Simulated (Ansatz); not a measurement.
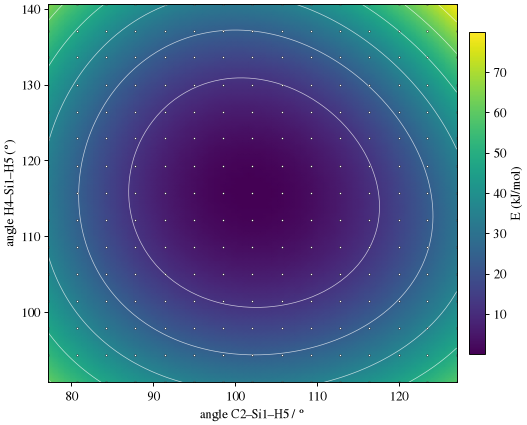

CH₃SSi, SMILES [SiH3][C+]=S, charge +1. First axis: angle C2–Si1–H5. Second axis: angle H4–Si1–H5. Nothing is relaxed (all other coordinates rigid). The grid has 15 × 15 points. Points are written as (first, second). Energies: kJ/mol, counted from the lowest grid point. The calculation used Ansatz 0.2.0, RKS PBE-D4/def2-TZVP.

The picture shows a smooth colour map with a few white contour lines, dots at the grid points. Between grid points the surface is interpolated.

The lowest grid point is at (102.1°, 115.7°). It is the only kind of minimum in the scanned range. The highest grid point, (127.1°, 140.7°), lies 80.0 kJ/mol above the lowest. Round the minimum the two coordinates are weakly coupled (coupling 0.07 in units of the two stiffnesses).

The level of theory is changed to RKS PBE0-D4/def2-TZVP (Ansatz); with it change the reference geometry, relaxed at the new level; the new grid has 15 × 15 points.

What does this change do to the map?

Answer. The minimum (interpolated where it lies between grid points) moves from (102.1°, 115.7°) to (101.9°, 115.9°). The curvature at the minimum changes by less than a tenth (about 3.8) eV/rad² along angle C2–Si1–H5 and by less than a tenth (about 3.9) eV/rad² along angle H4–Si1–H5.

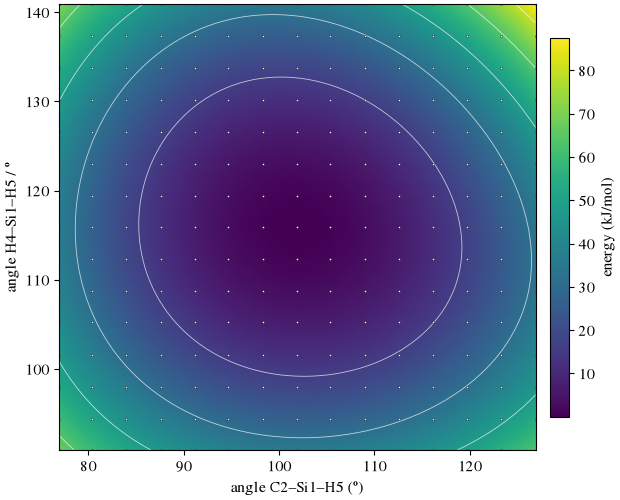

The map after the change, on a colour scale of its own. Drawn: a smooth colour map with a few white contour lines, dots at the grid points. Between grid points the surface is interpolated.
